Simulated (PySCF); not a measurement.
# InF (SMILES [F][In]): CCSD(T)/STO-6G

Aim: the energy change on altering one bond length of InF at CCSD(T)/STO-6G, from 2 runs. The job is set up through a Python script.

The calculation is run with PySCF 2.14.0.

11 further runs of the same task are left out: 5 that didn't finish, 6 set aside as unsound or not needed.

**1. The system as given**

The species is InF (2 atoms), meant as a singlet with charge 0. SMILES: `[F][In]`. The coordinates come from a PBE0-D4/def2-TZVP relaxation.

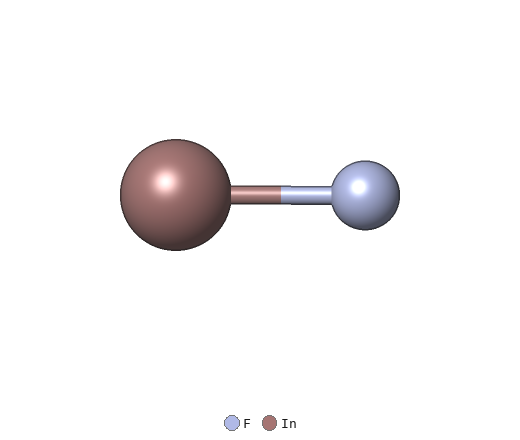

The structure, seen from a chosen angle (fluorine light blue, indium brown).

**2. The energy at CCSD(T)/STO-6G**

run.py

```python
# InF
from pyscf import gto, cc

mol = gto.M(
    atom='F 0.000000 0.000000 0.015910; In -0.000000 -0.000000 2.009580',
    spin=0,
    verbose=4,
    max_memory=1860,
    basis='sto-6g',
    charge=0,
)

mf = mol.RHF()
mf.conv_tol = 1e-10
mf.kernel()
if not mf.converged:
    mf = mf.newton().run(mf.mo_coeff, mf.mo_occ)

mycc = cc.CCSD(mf, frozen=19)
mycc.kernel()
e_t = mycc.ccsd_t()
energy = mycc.e_tot + e_t
print('E = %.10f Eh' % energy)
```

Run with:

```bash
$ OMP_NUM_THREADS=1 python run.py
```

What it wrote:

```text
PySCF version 2.14.0

[INPUT] num. atoms = 2
[INPUT] num. electrons = 58
[INPUT] charge = 0
[INPUT] spin (= nelec alpha-beta = 2S) = 0
[INPUT] symmetry False subgroup None
[INPUT] Mole.unit = angstrom
[INPUT] Symbol           X                Y                Z      unit          X                Y                Z       unit  Magmom
[INPUT]  1 F      0.000000000000   0.000000000000   0.015910000000 AA    0.000000000000   0.000000000000   0.030065542642 Bohr   0.0
[INPUT]  2 In     0.000000000000   0.000000000000   2.009580000000 AA    0.000000000000   0.000000000000   3.797555825403 Bohr   0.0

nuclear repulsion = 117.054051079527
number of shells = 14
number of NR pGTOs = 192
number of NR cGTOs = 32
basis = sto-6g
ecp = {}

******** <class 'pyscf.scf.hf.RHF'> ********
method = RHF
initial guess = minao
damping factor = 0
level_shift factor = 0
DIIS = <class 'pyscf.scf.diis.CDIIS'>
diis_start_cycle = 1
diis_space = 8
diis_damp = 0
SCF conv_tol = 1e-10
SCF conv_tol_grad = None
SCF max_cycles = 50
direct_scf = True
direct_scf_tol = 1e-13
Set gradient conv threshold to 1e-05
Initial guess from minao.
init E= -5798.05171583426
  HOMO = -0.572536485393894  LUMO = -0.245524491820229  gap/eV = 8.89845
cycle= 1 E= -5811.48684317071  delta_E= -13.4  |g|= 0.37  |ddm|= 1.36
  HOMO = -0.131301577491755  LUMO = 0.221208170338507  gap/eV = 9.59228
cycle= 2 E= -5811.54717013036  delta_E= -0.0603  |g|= 0.198  |ddm|= 1.07
  HOMO = -0.158186189347632  LUMO = 0.231308446007457  gap/eV = 10.59869
cycle= 3 E= -5811.56556533182  delta_E= -0.0184  |g|= 0.0328  |ddm|= 0.352
  HOMO = -0.159611457901899  LUMO = 0.230411417853805  gap/eV = 10.61306
cycle= 4 E= -5811.56653593409  delta_E= -0.000971  |g|= 0.0115  |ddm|= 0.0934
  HOMO = -0.157802033149115  LUMO = 0.230110391975221  gap/eV = 10.55563
cycle= 5 E= -5811.56674650467  delta_E= -0.000211  |g|= 0.00199  |ddm|= 0.0604
  HOMO = -0.157780317364687  LUMO = 0.230237463337415  gap/eV = 10.55850
cycle= 6 E= -5811.56675180935  delta_E= -5.3e-06  |g|= 0.000412  |ddm|= 0.00829
  HOMO = -0.157715289402961  LUMO = 0.230237898312095  gap/eV = 10.55674
cycle= 7 E= -5811.56675199928  delta_E= -1.9e-07  |g|= 8.28e-05  |ddm|= 0.00162
  HOMO = -0.157704542923442  LUMO = 0.230244139643126  gap/eV = 10.55662
cycle= 8 E= -5811.56675200761  delta_E= -8.33e-09  |g|= 1.43e-05  |ddm|= 0.000348
  HOMO = -0.157704371816384  LUMO = 0.23024247343784  gap/eV = 10.55657
cycle= 9 E= -5811.56675200791  delta_E= -2.96e-10  |g|= 3.63e-06  |ddm|= 7.82e-05
  HOMO = -0.157704831607862  LUMO = 0.230243049473366  gap/eV = 10.55660
cycle= 10 E= -5811.56675200793  delta_E= -1.91e-11  |g|= 1.33e-07  |ddm|= 2e-05
  HOMO = -0.157704840587371  LUMO = 0.230243046504593  gap/eV = 10.55660
Extra cycle  E= -5811.56675200793  delta_E= 9.09e-13  |g|= 5.02e-08  |ddm|= 2.71e-07
converged SCF energy = -5811.56675200793

******** <class 'pyscf.cc.ccsd.CCSD'> ********
CC2 = 0
CCSD nocc = 10, nmo = 13
frozen orbitals 19
max_cycle = 50
direct = 0
conv_tol = 1e-07
conv_tol_normt = 1e-05
diis_space = 6
diis_start_cycle = 0
diis_start_energy_diff = 1e+09
Init t2, MP2 energy = -5811.61576847585  E_corr(MP2) -0.0490164679290926
Init E_corr(CCSD) = -0.0490164679290944
cycle = 1  E_corr(CCSD) = -0.0500426068787659  dE = -0.00102613895  norm(t1,t2) = 0.101898
cycle = 2  E_corr(CCSD) = -0.0621161781698838  dE = -0.0120735713  norm(t1,t2) = 0.0496761
cycle = 3  E_corr(CCSD) = -0.0600018477125014  dE = 0.00211433046  norm(t1,t2) = 0.041497
cycle = 4  E_corr(CCSD) = -0.0623642418886046  dE = -0.00236239418  norm(t1,t2) = 0.0103442
cycle = 5  E_corr(CCSD) = -0.0623682630673781  dE = -4.02117877e-06  norm(t1,t2) = 0.00162785
cycle = 6  E_corr(CCSD) = -0.0623436034141132  dE = 2.46596533e-05  norm(t1,t2) = 0.00105261
cycle = 7  E_corr(CCSD) = -0.0623395291315261  dE = 4.07428259e-06  norm(t1,t2) = 0.000336757
cycle = 8  E_corr(CCSD) = -0.0623364200841429  dE = 3.10904738e-06  norm(t1,t2) = 6.92634e-05
cycle = 9  E_corr(CCSD) = -0.0623355033973889  dE = 9.16686754e-07  norm(t1,t2) = 1.89722e-05
cycle = 10  E_corr(CCSD) = -0.0623353503545823  dE = 1.53042807e-07  norm(t1,t2) = 6.61496e-06
cycle = 11  E_corr(CCSD) = -0.062335428490635  dE = -7.81360527e-08  norm(t1,t2) = 2.00014e-06
CCSD converged
E(CCSD) = -5811.629087436416  E_corr = -0.06233542849063497
CCSD(T) correction = -0.00896881692616118
E = -5811.6380562533 Eh
```

It took 2.1 s on 1 thread of Arm Neoverse V1, shared host; peak memory 0.12 GiB.

**3. The distorted shape at the same level**

input.py

```python
from pyscf import gto, scf, cc

mol = gto.Mole()
mol.atom = '''
F      0.000000     0.000000    -4.490972
In     0.000000     0.000000     3.797556
'''
mol.unit = 'bohr'
mol.max_memory = 1860
mol.basis = 'sto-6g'
mol.charge = 0
mol.verbose = 3
mol.build()

calc0 = scf.RHF(mol)
calc0.conv_tol = 1e-10
calc0.kernel()
if not calc0.converged:
    calc0 = calc0.newton().run(calc0.mo_coeff, calc0.mo_occ)

mycc = cc.CCSD(calc0, frozen=19)
mycc.kernel()
e_t = mycc.ccsd_t()
etot = mycc.e_tot + e_t
print('E(%s) = %.9f' % ('CCSD(T)', etot))
```

Run with:

```bash
$ OMP_NUM_THREADS=1 python input.py
```

What it wrote:

```text
converged SCF energy = -5811.24432834123
E(CCSD) = -5811.482160578948  E_corr = -0.2378322377210465
CCSD(T) correction = -7.73509429110923e-05
E(CCSD(T)) = -5811.482237930
```

Run time: 2.1 s. Hardware: 1 thread of Arm Neoverse V1, shared host; peak memory 0.11 GiB.

**4. What came out**

Level: CCSD(T)/STO-6G, 19 core orbitals frozen.

```
                                                          quantity           value
                                         first shape: total energy  -5811.63806 Eh
                 first shape: dipole moment (Hartree–Fock density)          0.87 D
                  first shape: HOMO energy (Hartree–Fock orbitals)        -4.29 eV
                  first shape: LUMO energy (Hartree–Fock orbitals)         6.27 eV
                first shape: HOMO–LUMO gap (Hartree–Fock orbitals)        10.56 eV
         first shape: correlation energy (19 core orbitals frozen)       -71.3 mEh
                                       first shape: (T) correction       -8.97 mEh
                                        first shape: T1 diagnostic           0.023
                                     distorted shape: total energy  -5811.48224 Eh
             distorted shape: dipole moment (Hartree–Fock density)          9.15 D
              distorted shape: HOMO energy (Hartree–Fock orbitals)        -0.01 eV
              distorted shape: LUMO energy (Hartree–Fock orbitals)         3.70 eV
            distorted shape: HOMO–LUMO gap (Hartree–Fock orbitals)         3.71 eV
     distorted shape: correlation energy (19 core orbitals frozen)      -237.9 mEh
                                   distorted shape: (T) correction       -0.08 mEh
                                    distorted shape: T1 diagnostic           0.114
energy change with the F1–In2 bond stretched from 1.994 to 4.386 Å        4.240 eV
```

What this shows: With the F1–In2 bond stretched from 1.994 to 4.386 Å the energy rises by 4.24 eV (98 kcal/mol). The first shape isn't relaxed at this level, so the change isn't measured from a minimum. The minimal basis adds a large error of its own. The T1 diagnostic (first shape) of 0.023 is above the customary mark for such species, so a single reference may not serve. The triples (first shape) make up 12.6 % of the correlation energy. Relativity is left out (first shape) although the molecule holds a heavy atom. The T1 diagnostic (distorted shape) of 0.114 is above the customary mark for such species, so a single reference may not serve. The triples (distorted shape) make up 0.0 % of the correlation energy.
